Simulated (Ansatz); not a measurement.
# UCCSD(T)/aug-cc-pVDZ run of CH4Ga (SMILES [CH3][GaH])

What is the electronic atomisation energy of CH4Ga at UCCSD(T)/aug-cc-pVDZ? 

Program for the calculation: Ansatz 0.2.0.

35 further runs of the same task are left out: 35 set aside as unsound or not needed. Runs told in other sessions of the task aren't counted.

## 1. The molecule

The species is CH4Ga (6 atoms), meant as a doublet with charge 0. SMILES: `[CH3][GaH]`. Geometry: relaxed at PBE0-D4/def2-TZVP.

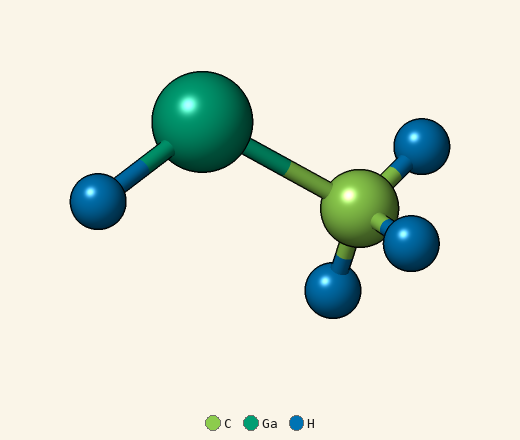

Viewed from a chosen angle; carbon green, gallium teal, hydrogen blue.

## 2. The energy at UCCSD(T)/aug-cc-pVDZ

The input, job.yaml:

```yaml
basis:
  gaussian:
    orbitals: aug-cc-pVDZ
crystal:
  periodic: [false, false, false]
  atoms:
    - symbol: C
      position_ang: [-0.029300, -0.418300, -0.518000]
    - symbol: Ga
      position_ang: [0.685700, 0.372600, 1.162100]
    - symbol: H
      position_ang: [0.574700, -1.243100, -0.892900]
    - symbol: H
      position_ang: [-1.046400, -0.775600, -0.328700]
    - symbol: H
      position_ang: [-0.085700, 0.364700, -1.280300]
    - symbol: H
      position_ang: [-0.056900, 1.635600, 1.811600]
magnetization:
  spin_polarized: true
  initial_magnetization: 1
accuracy: high
correlation:
  method: ccsd_t
  frozen_orbitals: {C: 1, Ga: 9, H: 0}
scf:
  omitted_lower_state_checks: [cluster_reference, increment]
```

Command:

```
$ ansatz run job.yaml --threads 1 --pin off --max-ram 2610MiB --events-out events.jsonl --progress --plain --runs-dir runs
```

The log of the run:

```text
Warning: RAYON_NUM_THREADS=1 ignored (pool sized by the plan → 1); use --threads N
[... 11 lines left out ...]
10 core orbitals not correlated: weight in the atoms' cores, before any rotation towards them, 1.000 or more for the frozen orbitals, at most 0.000 for the correlated occupied ones
[... 28 lines left out ...]
Total energy: -53433.50993714 eV, -1963.6452716561 hartree
Checks for a lower state left out: cluster_reference, increment
```

Wall time 69 s (1 thread of Arm Neoverse V2, shared host); peak memory 1.1 GiB.

## 3. The C atom

The input, run.yaml:

```yaml
crystal:
  periodic: [false, false, false]
  atoms:
    - {symbol: C, position_ang: [0.000000, 0.000000, 0.000000]}
basis:
  gaussian:
    orbitals: aug-cc-pVDZ
magnetization:
  spin_polarized: true
  initial_magnetization: 2
correlation:
  method: ccsd_t
  frozen_orbitals: {C: 1}
accuracy: high
scf:
  omitted_lower_state_checks: [cluster_reference, increment]
```

Run the same way, it converges to -37.76487 Eh (log not shown).

## 4. The Ga atom, same level

The input, input.yaml:

```yaml
crystal:
  periodic: [false, false, false]
  atoms:
    - {symbol: Ga, position_ang: [0.000000, 0.000000, 0.000000]}
basis:
  gaussian:
    orbitals: aug-cc-pVDZ
magnetization:
  spin_polarized: true
  initial_magnetization: 1
scf:
  omitted_lower_state_checks: [cluster_reference, increment]
accuracy: high
correlation:
  method: ccsd_t
  frozen_orbitals: {Ga: 9}
```

Run the same way, it converges to -1923.25681 Eh (log not shown).

## 5. The H atom: the energy at UHF/aug-cc-pVDZ

The input, molecule.yaml:

```yaml
crystal:
  periodic: [false, false, false]
  atoms:
    - {symbol: H, position_ang: [0.000000, 0.000000, 0.000000]}
basis:
  gaussian: {orbitals: aug-cc-pVDZ}
total_charge: 0
magnetization: {spin_polarized: true, initial_magnetization: 1}
hamiltonian: {xc: hf}
accuracy: high
```

Command:

```
$ ansatz run molecule.yaml --threads 1 --pin off --max-ram 2610MiB --events-out events.jsonl --progress --plain --runs-dir runs
```

The log of the run:

```text
Warning: RAYON_NUM_THREADS=1 ignored (pool sized by the plan → 1); use --threads N
Functional definition: HF
  name "HF"
  exchange = exact_x
  correlation = 0
42 factors; integrals over basis functions are off by at most 4.4e-8 eV
mean field evaluation 1: about -13.5311 eV, gradient 1.8e0 eV
mean field evaluation 2: about -13.5311 eV, gradient 1.8e0 eV
mean field evaluation 4: about -13.5876 eV, gradient 9.7e-3 eV
mean field evaluation 8: about -13.5876 eV, gradient 2.3e-12 eV
mean field -13.58757892 eV, -0.4993343154 hartree, gradient 5.4e-8 eV, S^2 0.750000; 0 other end points of the search recorded, 0 dependent functions left out
reference -13.58757892 eV, -0.4993343154 hartree; 1, 0 occupied and 8, 9 virtual orbitals, 42 factors
Total energy: -13.58757892 eV, -0.4993343154 hartree
```

Run time: 0.04 s. Hardware: 1 thread of Arm Neoverse V2, shared host.

## 6. Results

At UCCSD(T)/aug-cc-pVDZ, 10 core orbitals frozen:

| quantity | value |
| --- | --- |
| molecule: total energy | -1963.64527 Eh |
| molecule: correlation energy (10 core orbitals frozen) | -271.7 mEh |
| molecule: (T) correction | -8.73 mEh |
| molecule: ⟨S²⟩ of the reference determinant | 0.756 |
| molecule: T1 diagnostic | 0.010 |
| C atom: total energy | -37.76487 Eh |
| C atom: correlation energy (1 core orbital frozen) | -77.1 mEh |
| C atom: (T) correction | -1.26 mEh |
| C atom: ⟨S²⟩ of the reference determinant | 2.010 |
| C atom: T1 diagnostic | 0.010 |
| Ga atom: total energy | -1923.25681 Eh |
| Ga atom: correlation energy (9 core orbitals frozen) | -63.9 mEh |
| Ga atom: (T) correction | -1.94 mEh |
| Ga atom: ⟨S²⟩ of the reference determinant | 0.763 |
| Ga atom: T1 diagnostic | 0.008 |
| H atom: total energy | -0.49933 Eh |
| H atom: ⟨S²⟩ | 0.750 |
| electronic atomisation energy | 17.041 eV |

**Reading.** Taking the molecule apart into free atoms costs 17.04 eV (1644 kJ/mol), before zero-point energy and without spin-orbit coupling. The triples (molecule) make up 3.2 % of the correlation energy. The triples (C atom) make up 1.6 % of the correlation energy. The triples (Ga atom) make up 3.0 % of the correlation energy.
